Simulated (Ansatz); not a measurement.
# BIr2 (element-swapped structure): how the settings move a relaxation

How sensitive is a relaxation of BIr2 (element-swapped structure) to its settings? A reference run comes first, then four runs with altered input.

Method: reference: DFT r2SCAN+U, plane waves, PAW, scalar-relativistic, no spin polarisation, in Ansatz 0.2.0.

### 1 The starting structure

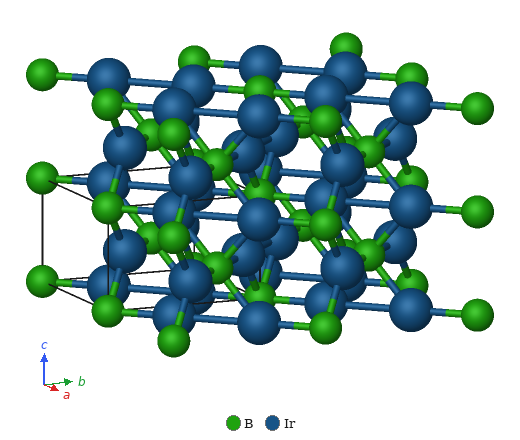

Start, viewed slightly off an axis; boron green, iridium blue. 2×2×2 cells are drawn. Atoms on the faces are drawn again on the opposite ones.

Coordinates:

```cif
data_structure
_symmetry_space_group_name_H-M 'P4_2/mnm'
_symmetry_Int_Tables_number 136
_cell_length_a 4.3926
_cell_length_b 4.3926
_cell_length_c 2.7976
_cell_angle_alpha 90.000
_cell_angle_beta 90.000
_cell_angle_gamma 90.000
_cell_volume 53.98
loop_
_atom_site_label
_atom_site_type_symbol
_atom_site_symmetry_multiplicity
_atom_site_Wyckoff_symbol
_atom_site_fract_x
_atom_site_fract_y
_atom_site_fract_z
_atom_site_occupancy
B1 B 2 a 0.00000 0.00000 0.00000 1
Ir1 Ir 4 f 0.30530 0.30530 0.00000 1
```

### 2 Baseline

File input.yaml:

```yaml
crystal:
  lattice:
    - [4.39262164, 0.0, 0.0]
    - [0.0, 4.39262164, 0.0]
    - [0.0, 0.0, 2.79760017]
  atoms:
    - { symbol: B, position: [0.0, 0.0, 0.0] }
    - { symbol: B, position: [0.5, 0.5, 0.5] }
    - { symbol: Ir, position: [0.3053, 0.3053, 0.0] }
    - { symbol: Ir, position: [0.1947, 0.8053, 0.5] }
    - { symbol: Ir, position: [0.6947, 0.6947, 0.0] }
    - { symbol: Ir, position: [0.8053, 0.1947, 0.5] }
  symmetry: { tolerance: 0.0003 }
kpoints:
  mp_grid: { grid: [4, 4, 6], shift: [0, 0, 0] }
magnetization:
  spin_polarized: false
scf:
  occupations: { method: cold, width: 0.0907 }
hamiltonian:
  pseudopotentials: { kind: paw }
  xc: r2scan
  hubbard:
    projectors: all-electron-ortho-atomic
    sites: [{ species: Ir, l: d, u: 2.14, j: 0.42 }]
basis:
  ecutwfc: 500
output:
  forces: true
  stress: true
  eigenvalues: true
  write_density: true
  write_potential: true
  elf: true
  volumetric_format: npy
relax:
  max_steps: 40
  cell: {}
```

Started as:

```sh
$ ansatz run input.yaml --threads 1 --pin off --max-ram 2560MiB --backend cpu --events-out ev --progress --plain --runs-dir out
```

Output (excerpt; [...] marks lines left out):

```text
Warning: RAYON_NUM_THREADS=1 ignored (pool sized by the plan → 1); use --threads N
B: projections on atomic orbitals take those of the free atom [He] 2s2 2p1, of charge +0.00 (hamiltonian.pseudopotentials.projection_atoms); the dataset's partial waves leave at most 3.0e-9 of an orbital's norm unspanned inside its sphere
Ir: projections on atomic orbitals take those of the free atom [Kr 4d10 4f14] 5s2 5p6 5d7 6s2, of charge +0.00 (hamiltonian.pseudopotentials.projection_atoms); the dataset's partial waves leave at most 8.4e-5 of an orbital's norm unspanned inside its sphere
[...]
Pseudopotentials: kind: paw
Pseudopotential: B, paw, valence charge 3, recommended cutoff 500 eV (meta_gga), B.paw.azcp
Pseudopotential: Ir, paw, valence charge 17, recommended cutoff 500 eV (meta_gga), Ir.paw.azcp
Functional definition: r2SCAN
[...]
Crystal: 6 atoms, lattice volume = 53.980 Å³
Basis set: ecut = 500 eV, 1367 PW (Γ), exchange–correlation on 144×144×96 points (64 copies of the dense FFT grid, shifted against one another)
Bands: 45, of which v1, the nominal top of the filled ones, is band 37 counted from 1 (36 counted from 0)
Symmetry: 16 space group operations
Space group: P42/mnm (ITA 136), of the structure as read, at distance tolerance 1.1e-3 Å
k-points: 24 of 96
[...]
SCF iter   1: F=—  HF=-48092.508790 eV  |F-HF|=—  |Δ(HF+E_count)|=         —  Δρ=1.15e-1  dr2=9.77e0  dr2_τ=1.92e0  ethr=3.10e-3  ⟨swp⟩=6.2  Hψ=4196  notcnv=0  defer=5
[...]
  site 4 (l=d): U=2.1400  J=0.4200  Tr N=7.9392  E_int=55.376314  E_dc=53.996592  E_U=1.379722
  site 5 (l=d): U=2.1400  J=0.4200  Tr N=7.9392  E_int=55.376314  E_dc=53.996592  E_U=1.379722
--- Forces (eV/Å), atoms counted from 1 ---
  atom   1  B     -0.00000000     0.00000000     0.00000000
  atom   2  B      0.00000000     0.00000000     0.00000000
  atom   3  Ir    -0.00002289    -0.00002289     0.00000000
  atom   4  Ir     0.00002289    -0.00002289     0.00000000
  atom   5  Ir     0.00002289     0.00002289     0.00000000
  atom   6  Ir    -0.00002289     0.00002289     0.00000000
[...]
--- Stress (GPa, compression-positive) ---
       -0.001427       0.000000       0.000000
        0.000000      -0.001427       0.000000
        0.000000       0.000000       0.015118
  P = ⅓ Tr σ = 0.0041 GPa (0.041 kbar)
--- Band table (eV; the first three rows and the last of 24) ---
[...]
Occupation matrices written to <dir>
--- Relaxed structure (8 steps of the walk, 8 accepted, 2 SCFs on fresh bases) ---
  F+E_penalty+E_count = -48101.57126368 eV   max|allowed force component| = 2.289e-5 eV/Å   (the final SCF, on the basis selected at the relaxed cell)
  cell:  # Å, volume = 75.5588 Å³
    - [4.799183303805198, 1.3990499490547683e-33, 0.0]
    - [-3.917339857353351e-34, 4.799183303805198, 0.0]
    - [0.0, 0.0, 3.2805767972478397]
  atoms:
    - { symbol: B, position: [2.1941061562479431e-35, -6.581959545449671e-20, 0.0] }
    - { symbol: B, position: [0.5, 0.5, 0.5] }
    - { symbol: Ir, position: [0.2968107799676903, 0.2968107799676903, 0.0] }
    - { symbol: Ir, position: [0.20318922003230994, 0.7968107799676902, 0.5] }
    - { symbol: Ir, position: [0.70318922003231, 0.70318922003231, 0.0] }
    - { symbol: Ir, position: [0.7968107799676902, 0.20318922003230994, 0.5] }
```

It took 58 s on 1 thread of Intel Xeon 6975P-C (Granite Rapids), shared host; peak memory 0.67 GiB.

### 3 Changing settings: occupations.method tetrahedron_uncorrected, width left out

Changes to input.yaml since step 2:

```diff
@@ -18,3 +18,3 @@
 scf:
-  occupations: { method: cold, width: 0.0907 }
+  occupations: { method: tetrahedron_uncorrected }
 hamiltonian:
@@ -31,6 +31,2 @@
   eigenvalues: true
-  write_density: true
-  write_potential: true
-  elf: true
-  volumetric_format: npy
 relax:
```

Started as:

```sh
$ ansatz run input.yaml --threads 1 --pin off --max-ram 2560MiB --backend cpu --events-out ev --progress --plain --runs-dir out
```

Output (excerpt; [...] marks lines left out):

```text
Warning: relax: with tetrahedron occupations the Hellmann–Feynman forces and the energy need not agree along the walk (scf.occupations.method in the input reference, under Limitations); prefer a smearing scheme for the relaxation and re-run the relaxed geometry with tetrahedron [...]
Warning: RAYON_NUM_THREADS=1 ignored (pool sized by the plan → 1); use --threads N
B: projections on atomic orbitals take those of the free atom [He] 2s2 2p1, of charge +0.00 (hamiltonian.pseudopotentials.projection_atoms); the dataset's partial waves leave at most 3.0e-9 of an orbital's norm unspanned inside its sphere
Ir: projections on atomic orbitals take those of the free atom [Kr 4d10 4f14] 5s2 5p6 5d7 6s2, of charge +0.00 (hamiltonian.pseudopotentials.projection_atoms); the dataset's partial waves leave at most 8.4e-5 of an orbital's norm unspanned inside its sphere
band count auto-derived: 46 (N_el = 74.0; filled up to band 37; 45 by the electrons, moments and atoms)
[...]
[... 1 set-up line as earlier in the session ...]
[...]
  atom   6  Ir     0.00013049    -0.00013049     0.00000000
[...]
--- Stress (GPa, compression-positive) ---
       -0.012466       0.000000      -0.000000
        0.000000      -0.012466      -0.000000
       -0.000000      -0.000000       0.024479
  P = ⅓ Tr σ = -0.0002 GPa (-0.002 kbar)
--- Band table (eV; the first three rows and the last of 24) ---
[...]
Occupation matrices written to <dir>
--- Relaxed structure (8 steps of the walk, 8 accepted, 2 SCFs on fresh bases) ---
  F+E_penalty+E_count = -48101.39875678 eV   max|allowed force component| = 1.305e-4 eV/Å   (the final SCF, on the basis selected at the relaxed cell)
  cell:  # Å, volume = 75.7766 Å³
    - [4.801508295926998, 6.575534760557412e-34, 0.0]
    - [2.4483374108458446e-33, 4.801508295926998, 0.0]
    - [0.0, 0.0, 3.2868493157763274]
  atoms:
    - { symbol: B, position: [-9.872939318174474e-20, 9.050194374993297e-20, 0.0] }
    - { symbol: B, position: [0.49999999999999994, 0.49999999999999994, 0.5] }
    - { symbol: Ir, position: [0.29832030699265655, 0.29832030699265655, 0.0] }
    - { symbol: Ir, position: [0.2016796930073435, 0.7983203069926567, 0.5] }
    - { symbol: Ir, position: [0.7016796930073433, 0.7016796930073433, 0.0] }
    - { symbol: Ir, position: [0.7983203069926567, 0.2016796930073435, 0.5] }
```

Wall time 50 s (1 thread of Intel Xeon 6975P-C (Granite Rapids), shared host); peak memory 0.66 GiB.

Changing the smearing moves the energy by +28.6 meV/atom (σ→0 values), and the final volume goes from 75.56 to 75.78 Å³.

### 4 Changed: mp_grid.grid [1, 1, 2], eigensolver.kind davidson, dr2_threshold 1.0e-09, basis.precision f64

Changes to input.yaml since step 2:

```diff
@@ -14,3 +14,3 @@
 kpoints:
-  mp_grid: { grid: [4, 4, 6], shift: [0, 0, 0] }
+  mp_grid: { grid: [1, 1, 2], shift: [0, 0, 0] }
 magnetization:
@@ -19,2 +19,4 @@
   occupations: { method: cold, width: 0.0907 }
+  eigensolver: { kind: davidson }
+  convergence: { dr2_threshold: 1.0e-09 }
 hamiltonian:
@@ -27,2 +29,3 @@
   ecutwfc: 500
+  precision: f64
 output:
@@ -31,6 +34,2 @@
   eigenvalues: true
-  write_density: true
-  write_potential: true
-  elf: true
-  volumetric_format: npy
 relax:
```

Started as:

```sh
$ ansatz run input.yaml --threads 1 --pin off --max-ram 2560MiB --backend cpu --events-out ev --progress --plain --runs-dir out
```

Output (excerpt; [...] marks lines left out):

```text
Warning: relax.cell: scf.convergence.dr2_threshold = 1e-9 eV is looser than the 6e-10 eV advised for a relaxation that steers and ends on the stress (1e-10 eV for each atom of the cell: 6). What an SCF threshold leaves in a stress goes as its square root, and in the free energy as the [...]
Warning: RAYON_NUM_THREADS=1 ignored (pool sized by the plan → 1); use --threads N
[...]
B: projections on atomic orbitals take those of the free atom [He] 2s2 2p1, of charge +0.00 (hamiltonian.pseudopotentials.projection_atoms); the dataset's partial waves leave at most 3.0e-9 of an orbital's norm unspanned inside its sphere
Ir: projections on atomic orbitals take those of the free atom [Kr 4d10 4f14] 5s2 5p6 5d7 6s2, of charge +0.00 (hamiltonian.pseudopotentials.projection_atoms); the dataset's partial waves leave at most 8.4e-5 of an orbital's norm unspanned inside its sphere
[...]
[... 2 set-up lines as earlier in the session ...]
[...]
  atom   6  Ir     0.00003224    -0.00003224     0.00000000
[...]
--- Stress (GPa, compression-positive) ---
        0.002038      -0.000000      -0.000000
       -0.000000       0.002038       0.000000
       -0.000000       0.000000       0.012591
  P = ⅓ Tr σ = 0.0056 GPa (0.056 kbar)
--- Band table (eV) ---
[...]
Occupation matrices written to <dir>
--- Relaxed structure (8 steps of the walk, 8 accepted, 2 SCFs on fresh bases) ---
  F+E_penalty+E_count = -48100.16423345 eV   max|allowed force component| = 3.224e-5 eV/Å   (the final SCF, on the basis selected at the relaxed cell)
  cell:  # Å, volume = 77.8483 Å³
    - [4.862039092859792, -2.251596011760018e-33, 0.0]
    - [-2.251596011760018e-33, 4.862039092859792, 0.0]
    - [0.0, 0.0, 3.2931545673697245]
  atoms:
    - { symbol: B, position: [-9.050194374993298e-19, 1.4398036505671156e-19, 0.0] }
    - { symbol: B, position: [0.5, 0.5, 0.5000000000000001] }
    - { symbol: Ir, position: [0.3003813845351498, 0.3003813845351498, 0.0] }
    - { symbol: Ir, position: [0.19961861546485024, 0.8003813845351496, 0.5000000000000001] }
    - { symbol: Ir, position: [0.6996186154648503, 0.6996186154648503, 0.0] }
    - { symbol: Ir, position: [0.8003813845351496, 0.19961861546485024, 0.5000000000000001] }
```

Wall time 15 s (1 thread of Intel Xeon 6975P-C (Granite Rapids), shared host); peak memory 0.51 GiB.

Changing the k-point mesh, solver, convergence setting and arithmetic precision moves the energy by +234.5 meV/atom, and the final volume goes from 75.56 to 77.85 Å³. The energy is not variational in the mesh, so the sign tells nothing. Of the settings changed, the mesh is the one that moves energies this far. These settings are too coarse to quote as the system's properties.

### 5 Variant: dr2_threshold 1.0e-08

Changes to input.yaml since step 2:

```diff
@@ -19,2 +19,3 @@
   occupations: { method: cold, width: 0.0907 }
+  convergence: { dr2_threshold: 1.0e-08 }
 hamiltonian:
@@ -31,6 +32,2 @@
   eigenvalues: true
-  write_density: true
-  write_potential: true
-  elf: true
-  volumetric_format: npy
 relax:
```

Started as:

```sh
$ ansatz run input.yaml --threads 1 --pin off --max-ram 2560MiB --backend cpu --events-out ev --progress --plain --runs-dir out
```

Output (excerpt; [...] marks lines left out):

```text
Warning: relax.cell: scf.convergence.dr2_threshold = 1e-8 eV is looser than the 6e-10 eV advised for a relaxation that steers and ends on the stress (1e-10 eV for each atom of the cell: 6). What an SCF threshold leaves in a stress goes as its square root, and in the free energy as the [...]
Warning: RAYON_NUM_THREADS=1 ignored (pool sized by the plan → 1); use --threads N
B: projections on atomic orbitals take those of the free atom [He] 2s2 2p1, of charge +0.00 (hamiltonian.pseudopotentials.projection_atoms); the dataset's partial waves leave at most 3.0e-9 of an orbital's norm unspanned inside its sphere
Ir: projections on atomic orbitals take those of the free atom [Kr 4d10 4f14] 5s2 5p6 5d7 6s2, of charge +0.00 (hamiltonian.pseudopotentials.projection_atoms); the dataset's partial waves leave at most 8.4e-5 of an orbital's norm unspanned inside its sphere
[...]
[... 2 set-up lines as earlier in the session ...]
[...]
--- Stress (GPa, compression-positive) ---
       -0.001388       0.000000       0.000000
        0.000000      -0.001388       0.000000
        0.000000       0.000000       0.014777
  P = ⅓ Tr σ = 0.0040 GPa (0.040 kbar)
--- Band table (eV; the first three rows and the last of 24) ---
[...]
Occupation matrices written to <dir>
--- Relaxed structure (8 steps of the walk, 8 accepted, 2 SCFs on fresh bases) ---
  F+E_penalty+E_count = -48101.57126369 eV   max|allowed force component| = 7.421e-6 eV/Å   (the final SCF, on the basis selected at the relaxed cell)
  cell:  # Å, volume = 75.5588 Å³
    - [4.79918063475008, -3.74857945724862e-33, 0.0]
    - [-3.74857945724862e-33, 4.79918063475008, 0.0]
    - [0.0, 0.0, 3.280580958484426]
  atoms:
    - { symbol: B, position: [-1.316391909089935e-19, -3.620077749997318e-19, 0.0] }
    - { symbol: B, position: [0.49999999999999994, 0.49999999999999994, 0.49999999999999994] }
    - { symbol: Ir, position: [0.2968105444740741, 0.2968105444740741, 0.0] }
    - { symbol: Ir, position: [0.20318945552592585, 0.7968105444740741, 0.49999999999999994] }
    - { symbol: Ir, position: [0.7031894555259258, 0.7031894555259258, 0.0] }
    - { symbol: Ir, position: [0.7968105444740741, 0.20318945552592585, 0.49999999999999994] }
```

Run time: 56 s. Hardware: 1 thread of Intel Xeon 6975P-C (Granite Rapids), shared host; peak memory 0.66 GiB.

With the changed convergence setting the energy agrees within 0.5 meV/atom.

### 6 Changing settings: ecutwfc 33.1 Ry

Changes to input.yaml since step 2:

```diff
@@ -26,3 +26,3 @@
 basis:
-  ecutwfc: 500
+  ecutwfc: "33.1 Ry"
 output:
@@ -31,6 +31,2 @@
   eigenvalues: true
-  write_density: true
-  write_potential: true
-  elf: true
-  volumetric_format: npy
 relax:
```

Started as:

```sh
$ ansatz run input.yaml --threads 1 --pin off --max-ram 2560MiB --backend cpu --events-out ev --progress --plain --runs-dir out
```

Output (excerpt; [...] marks lines left out):

```text
Warning: basis.ecutwfc = 450.3484423711014 eV is below the records' recommended 500 eV, and the density's cutoff is lower with it unless basis.ecutrho_ratio is high enough to keep the records' density cutoff: compare with a run at a higher cutoff
Warning: RAYON_NUM_THREADS=1 ignored (pool sized by the plan → 1); use --threads N
B: projections on atomic orbitals take those of the free atom [He] 2s2 2p1, of charge +0.00 (hamiltonian.pseudopotentials.projection_atoms); the dataset's partial waves leave at most 3.0e-9 of an orbital's norm unspanned inside its sphere
Ir: projections on atomic orbitals take those of the free atom [Kr 4d10 4f14] 5s2 5p6 5d7 6s2, of charge +0.00 (hamiltonian.pseudopotentials.projection_atoms); the dataset's partial waves leave at most 8.4e-5 of an orbital's norm unspanned inside its sphere
[...]
[... 2 set-up lines as earlier in the session ...]
[...]
  atom   6  Ir    -0.00061970     0.00061970     0.00000000
[...]
--- Stress (GPa, compression-positive) ---
       -0.013161       0.000000       0.000000
        0.000000      -0.013161       0.000000
        0.000000       0.000000      -0.046013
  P = ⅓ Tr σ = -0.0241 GPa (-0.241 kbar)
--- Band table (eV; the first three rows and the last of 24) ---
[...]
Occupation matrices written to <dir>
--- Relaxed structure (9 steps of the walk, 9 accepted, 2 SCFs on fresh bases) ---
  F+E_penalty+E_count = -48101.56070513 eV   max|allowed force component| = 6.197e-4 eV/Å   (the final SCF, on the basis selected at the relaxed cell)
  cell:  # Å, volume = 75.5664 Å³
    - [4.798769654698439, -5.893497910393212e-34, 0.0]
    - [-2.3801337258294246e-33, 4.798769654698439, 0.0]
    - [0.0, 0.0, 3.281473287677208]
  atoms:
    - { symbol: B, position: [-1.9745878636349002e-19, -3.332759789370757e-19, 0.0] }
    - { symbol: B, position: [0.5, 0.5, 0.5] }
    - { symbol: Ir, position: [0.2968249655896925, 0.2968249655896925, 0.0] }
    - { symbol: Ir, position: [0.20317503441030746, 0.7968249655896925, 0.5] }
    - { symbol: Ir, position: [0.7031750344103074, 0.7031750344103074, 0.0] }
    - { symbol: Ir, position: [0.7968249655896925, 0.20317503441030746, 0.5] }
```

Run time: 52 s. Hardware: 1 thread of Intel Xeon 6975P-C (Granite Rapids), shared host; peak memory 0.63 GiB.

Changing the cutoff moves the energy by +1.8 meV/atom. The lower cutoff gives the higher energy: the smaller basis describes the state less well. The log warns that the cutoff is under what these potentials recommend, so the shift is basis error.

### 7 Comparison

```tsv
run	ending	energy change	pressure (GPa)	gap (eV)	force (eV/Å)	cycles	time
reference	converged	0	0.0	0.00	0.00	62	58 s
1: occupations.method tetrahedron_uncorrected, width left out	converged	+28.6 meV/atom (σ→0)	0.0	0.00	0.00	62	50 s
2: mp_grid.grid [1, 1, 2], eigensolver.kind davidson, dr2_threshold 1.0e-09, basis.precision f64	converged	+234.5 meV/atom	0.0	0.00	0.00	77	15 s
3: dr2_threshold 1.0e-08	converged	0.0 meV/atom	0.0	0.00	0.00	69	56 s
4: ecutwfc 33.1 Ry	converged	+1.8 meV/atom	0.0	0.00	0.00	66	52 s
```

Times don't compare one to one where runs were asked for different outputs or read a saved state (see the inputs); cycles may leave out searches for a lower state.

Run 4 ran under the cutoff that the potentials recommend, as the log warns, so basis error is mixed into its values. Of the variants the dearest is «dr2_threshold 1.0e-08» (56 s), the cheapest «mp_grid.grid [1, 1, 2], eigensolver.kind davidson, dr2_threshold 1.0e-09, basis.precision f64» (15 s), on a shared host. The reference has no spin polarisation; with Ir present, a magnetic state may lie lower.

The reference has limits of its own: its mesh is coarse for a cell with so small a gap or none.
